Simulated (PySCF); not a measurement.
SMILES B[SiH2]C=C (C2H7BSi), GFN2-xTB optimised geometry. Atoms within 1.6 Å of the plane z = 0.0 Å (x, y, z in Å): B1 (1.54, -1.61, 0.00), Si2 (-0.42, -1.61, 0.00), C3 (-1.08, 0.17, 0.00), C4 (-0.33, 1.26, -0.06), H5 (2.16, -1.76, -0.98), H6 (2.15, -1.44, 0.98), H7 (-1.08, -2.25, -1.15), H8 (-1.06, -2.25, 1.17), H9 (-2.16, 0.29, 0.05), H10 (0.75, 1.20, -0.10), H11 (-0.75, 2.25, -0.05).

Method: PySCF with PBE0/def2-TZVP. Cells within 0.4 Å of a nucleus heavier than hydrogen are left out (blank, or x).

Map of the electrostatic potential (hartree/e), clipped to [-0.08, 0.12] on the plane z = 0.0 Å:

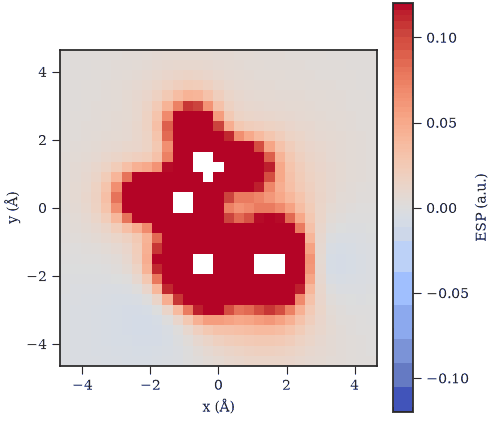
Figure: Electrostatic potential (hartree/e), clipped to [-0.08, 0.12] on the plane z = 0.0 Å.
